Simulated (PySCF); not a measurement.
C2H2N2S, SMILES `c1ncsn1`.

Method: B3LYP/6-311+G**; geometry: GFN2-xTB; program: PySCF. No frequency check shows the geometry to be a minimum. GFN2-xTB bond lengths at metals and heavier atoms can be off by up to 0.1 Å and shapes distorted, which carries into these values.

Cartesian coordinates (Å):

```
C1      -1.1870    0.6392    0.0000
N2      -1.2577   -0.7043    0.0000
C3      -0.0626   -1.1900    0.0000
S4       1.1431    0.0520    0.0000
N5      -0.0112    1.2004    0.0000
H6      -2.0804    1.2359    0.0000
H7       0.1707   -2.2347    0.0000
```

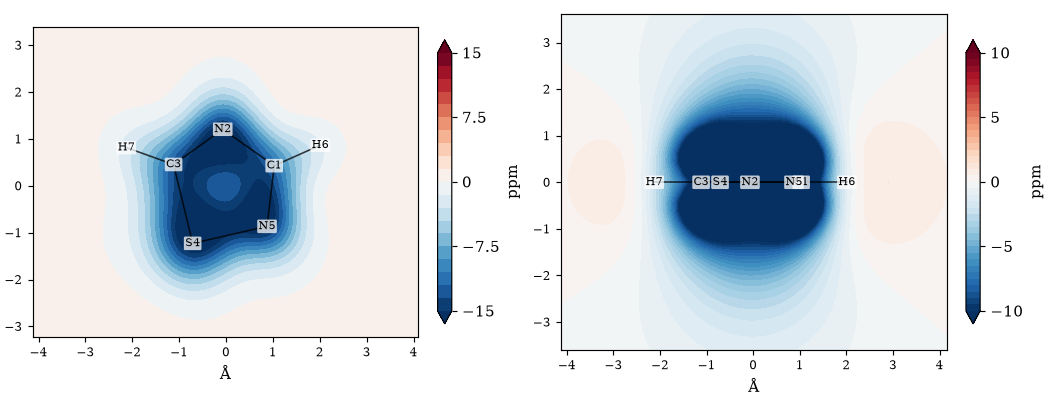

Isotropic NICS 1.0 Å above the plane of the 5-membered ring C1/N2/C3/S4/N5 (left) and isotropic NICS in a plane perpendicular to the same ring (right); GIAO shieldings; atoms are projected onto the map; negative values mean shielding.

**Is the ring aromatic by this magnetic criterion?**

It is strongly diatropic (aromatic): NICS(0) = −14.2, NICS(1) = −12.3, NICS(1)zz = −33.4 ppm.
